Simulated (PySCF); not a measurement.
## Electronic structure of C$_{3}$H$_{7}$GaN$_{2}$O in real space

```yaml
atoms:
  - { symbol: C, position_ang: [3.2977, -0.2238, 0.6263] }
  - { symbol: C, position_ang: [1.9119, 0.0475, 0.4225] }
  - { symbol: N, position_ang: [0.7960, 0.2510, 0.2634] }
  - { symbol: Ga, position_ang: [-1.1950, 0.9608, -0.1753] }
  - { symbol: N, position_ang: [-1.8543, -0.7824, 0.5004] }
  - { symbol: C, position_ang: [-3.0815, -0.4069, 0.2534] }
  - { symbol: O, position_ang: [-3.2798, 0.7261, -0.2336] }
  - { symbol: H, position_ang: [3.5761, -1.1245, 0.0798] }
  - { symbol: H, position_ang: [3.8899, 0.6164, 0.2656] }
  - { symbol: H, position_ang: [3.4871, -0.3703, 1.6893] }
  - { symbol: H, position_ang: [-1.0410, 2.0645, 0.8724] }
  - { symbol: H, position_ang: [-0.8510, 1.0104, -1.6650] }
  - { symbol: H, position_ang: [-1.7172, -1.7049, 0.8950] }
  - { symbol: H, position_ang: [-3.9395, -1.0643, 0.4637] }
```

Geometry: GFN2-xTB.

These are results of CAM-B3LYP/def2-SVPD, SCF density, gas phase (PySCF 2.14.0), not measurements.

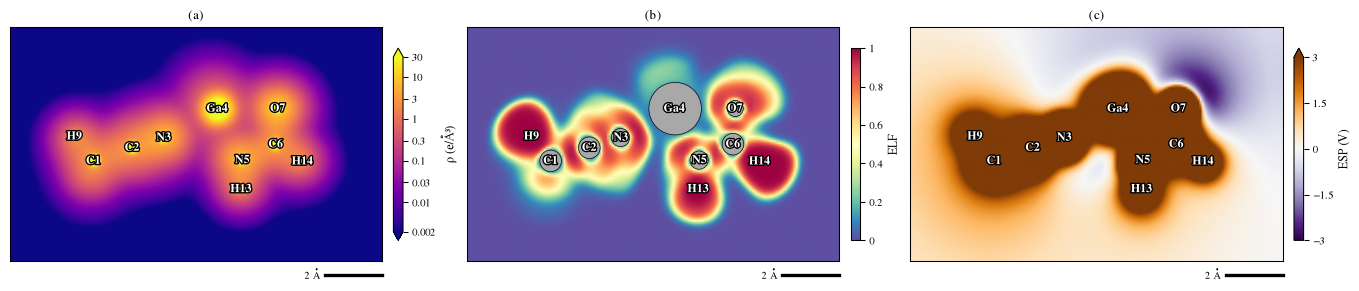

Figure 1. (a) electron density; (b) ELF; (c) electrostatic potential on the plane of atoms Ga4, C6 and N5. Grey discs cover the atomic cores in the ELF map.

Interpret the plot.

Answer.
- The plane passes through C, N, Ga, O and H nuclei.
- C–N (1.15 Å): the density is about 3.6 e/Å³ at the midpoint; the ELF peaks at about 0.90 between the atoms: a short, multiple covalent bond.
- C–O (1.25 Å): ρ is about 3.1 e/Å³ halfway; the ELF peaks at about 0.90 between the atoms, as expected for a polar covalent bond.
- C–C (1.43 Å): ρ at the midpoint is about 1.9 e/Å³; the ELF peaks at about 0.95 between the atoms; a covalent bond.
- Ga–N (1.98 Å): the density is about 0.62 e/Å³ at the midpoint; the ELF peaks at about 0.90 in the valence shell of N, 0.6 Å from its nucleus, and is about 0.30 at the midpoint.
- Ga–O (2.10 Å): the density is about 0.44 e/Å³ at the midpoint; the ELF peaks at about 0.85 in the valence shell of O, 0.6 Å from its nucleus, and is about 0.20 at the midpoint.
- The ELF also peaks beside O7, away from the bonds: lone-pair regions.
- Outside the dense part of the molecule the potential is most negative (−2.7 V) near O7.

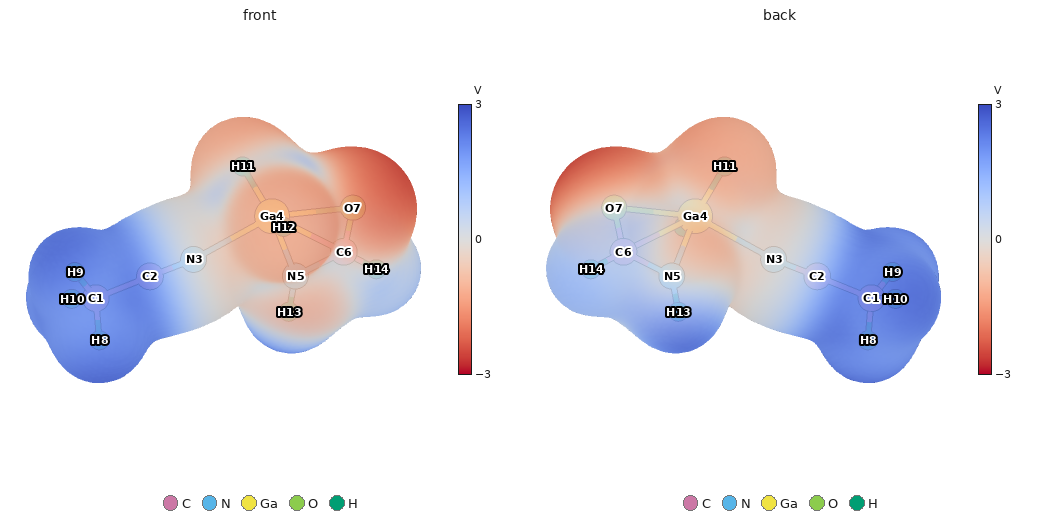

Figure 2. The molecular electrostatic potential painted on the density surface at 0.004 e/bohr³, seen from the front and from behind; the colour scale runs from red (negative) to blue (positive).

Where is the surface potential most negative and most positive?

Answer. The most negative region (about −2.4 V, or −55 kcal/mol for a unit charge) lies over O7, the most positive (about +2.5 V, or +58 kcal/mol for a unit charge) over H8, H9 and H10. O7 is the likeliest acceptor of a hydrogen bond.

How polar is the molecule by this calculation?

Answer. Its dipole moment is 8.52 D.
